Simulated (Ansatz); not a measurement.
C4H5ClN2Si (SMILES [SiH3]c1cncnc1Cl)

Input

```
crystal:
  periodic: [false, false, false]
  atoms:
    - {symbol: C, position_ang: [-0.636482, -0.478464, -0.940492]}
    - {symbol: C, position_ang: [0.241067, 0.472079, -0.405946]}
    - {symbol: C, position_ang: [-1.168787, 2.161747, -0.902436]}
    - {symbol: C, position_ang: [-1.817041, 0.082921, -1.452383]}
    - {symbol: Cl, position_ang: [-3.006348, -0.970036, -2.150488]}
    - {symbol: "N", position_ang: [-0.011468, 1.779563, -0.381611]}
    - {symbol: N, position_ang: [-2.092516, 1.367241, -1.441854]}
    - {symbol: Si, position_ang: [-0.263864, -2.325124, -0.967024]}
    - {symbol: H, position_ang: [-0.227081, -2.828668, -2.369686]}
    - {symbol: H, position_ang: [-1.290989, -3.074733, -0.188914]}
    - {symbol: H, position_ang: [1.076573, -2.501039, -0.332947]}
    - {symbol: H, position_ang: [1.198475, 0.153880, 0.024524]}
    - {symbol: H, position_ang: [-1.394128, 3.234367, -0.891517]}
basis:
  gaussian: {orbitals: def2-SVPD}
hamiltonian: {xc: pbe0}
output: {forces: true, orbitals: {seedname: orbitals}}
```

Command:

```sh
ansatz run input.yaml --threads 2 --pin off --max-ram 5220MiB --events-out events.jsonl --progress --plain --runs-dir runs
```

Geometry: PBE0-D3(BJ)/def2-SVP.

All numbers below come from isolated molecule in a Gaussian basis; Kohn-Sham density functional theory, functional PBE0 (Ansatz 0.2.0).

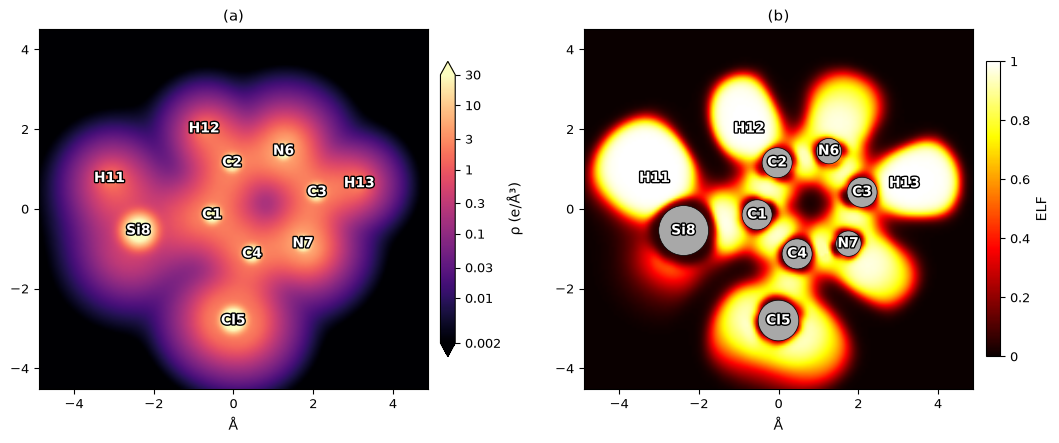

Figure 1. (a) electron density; (b) electron localisation function on the plane of atoms C1, C2 and N6. Grey discs cover the atomic cores in the ELF map.

Describe what can be read from this map.

Answer. The plane passes through C, Cl, N, Si and H nuclei. C–N (1.31 Å): ρ at the midpoint is about 2.6 e/Å³; the ELF peaks at about 0.90 between the atoms (localised, covalent bonding). C–C (1.40 Å): ρ at the midpoint is about 2.1 e/Å³; the ELF peaks at about 0.95 between the atoms (localised, covalent bonding). C–Cl (1.74 Å): ρ is about 1.5 e/Å³ halfway; the ELF peaks at about 0.90 between the atoms (a covalent bond). C–Si (1.88 Å): the density is about 0.93 e/Å³ at the midpoint; the ELF peaks at about 1 between the atoms: a covalent bond. C–H (1.10 Å): the density is about 2.1 e/Å³ at the midpoint; the ELF climbs to about 1 towards the hydrogen, as it does in any bond to H (a covalent bond by its length). The ELF also peaks beside Cl5, N7 and N6, away from the bonds: lone-pair regions.

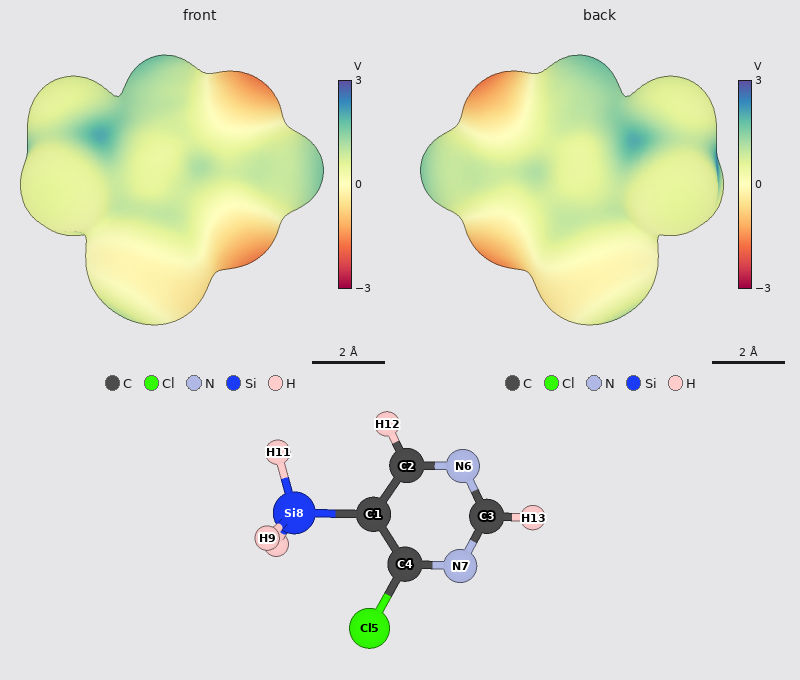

Figure 2. The electrostatic potential painted on the density surface at 0.004 e/bohr³, seen from the front and from behind; red is negative and blue positive. The bare structure is drawn below in the same view.

Describe the electrostatic potential map.

Answer. The most negative region (about −1.6 V) lies over N6 and N7, the most positive (about +2.0 V) over Si8. Cl5 shows a σ-hole: about +1.1 V at the tip opposite its bond, against about +0.1 V on its flanks.

How polar is the molecule by this calculation?

Answer. Its dipole moment is 1.58 D.

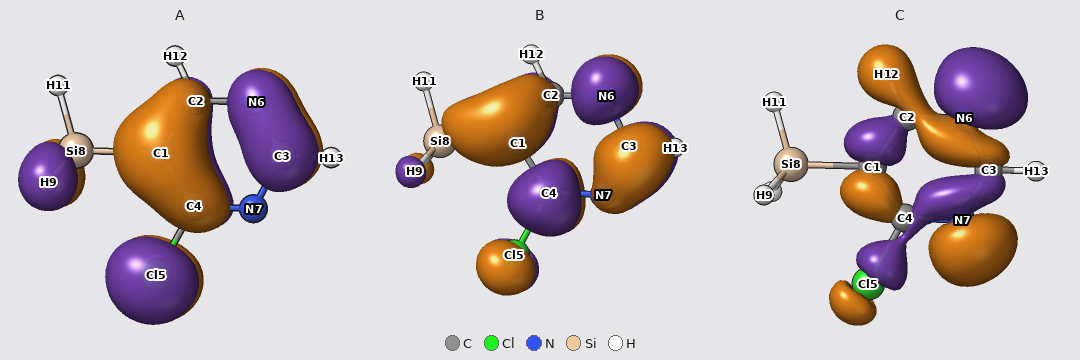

Figure 3. Three frontier orbitals at ±0.08 Å⁻³ᐟ² (orange and purple are the two phases), in no order.

Order the three orbitals by energy and name them.

Answer. A is the HOMO−1 (−8.39 eV). It lies mainly on C1 (about 25 %), Cl5 (about 25 %), C4 (about 10 %), N6 (about 10 %), C3 (about 10 %) and C2 (about 5 %). C is the HOMO (−8.01 eV). Its weight (Hirshfeld) is mainly on N6 (about 45 %), N7 (about 25 %), C3 (about 5 %) and C2 (about 5 %); largely a combination of lone pairs on N6 and N7. B is the LUMO (−1.74 eV). By Hirshfeld shares it lies mainly on C4 (about 25 %), N6 (about 15 %), C3 (about 15 %), C1 (about 10 %), Cl5 (about 10 %) and N7 (about 5 %).

What is the HOMO–LUMO gap?

Answer. 6.27 eV between the orbital energies.

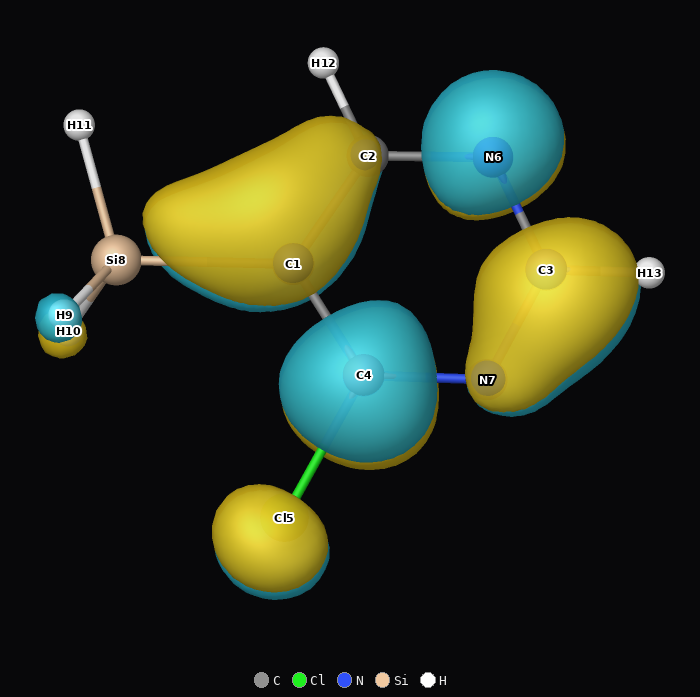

Figure 4. The LUMO at ±0.1 Å⁻³ᐟ² (yellow and cyan are the two phases), seen at a tilt.

Describe this orbital and give its energy.

Answer. Its weight (Hirshfeld) is mainly on C4 (about 25 %), N6 (about 15 %), C3 (about 15 %), C1 (about 10 %), Cl5 (about 10 %) and N7 (about 5 %). Its energy is −1.74 eV.
